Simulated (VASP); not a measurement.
Band structure of Si (diamond). Level of theory: PBE GGA, VASP's PBE PAW potentials (set 64) (plane waves; VASP 6.6.1).

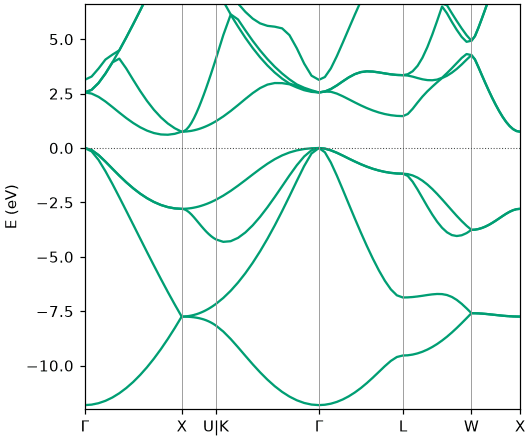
Figure. Bands along high-symmetry lines, zero at the valence-band maximum or, without a gap, the Fermi level

Question: Read the plot: is there a gap, and where are the band edges?

Answer: The gap is indirect, 0.61 eV, from the valence maximum at Γ to the conduction minimum at Γ-X at 0.86. (Edges off the drawn lines would not show.)

Measured: gap 1.23 eV (computed value off by -0.62 eV), as given by Wei Chen et al., Physical Review Materials (2018), doi:10.1103/physrevmaterials.2.073803 [zero-point renormalisation of 0.06 eV added back (the table's ZPR column)].

The compound is Si in the diamond structure. It was relaxed first.
